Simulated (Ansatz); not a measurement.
Consider Te (space group P3_121, No. 152; a = 4.624 Å, c = 5.903 Å; made of chains).

Modification: electron doping at 1.5×10^21 cm⁻³ (0.164 per cell), with a uniform compensating background at fixed cell and a 300 K Fermi–Dirac width.

All numbers come from r2SCAN (Ansatz, a quantum-chemistry and plane-wave program, PAW, no SOC).

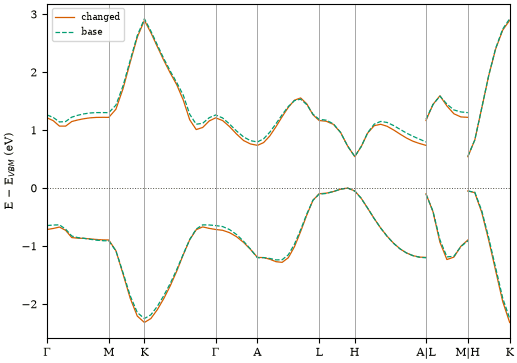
Figure: Highest valence and lowest conduction band along the path, each from its own valence-band maximum

The gap is 0.54 eV, indirect, L–H (80 % along) → H; the base has 0.55 eV.

Charged cell with a jellium background: band edges are those of the host's band count, energies are not comparable with the neutral cell, and many-body gap narrowing is missing. Spin-orbit coupling, missing from the scalar runs, can matter with Te. No phonon test of stability was made. No dispersion term is included, though the crystal is made of layers, chains or molecules, so its spacings can come out too wide.
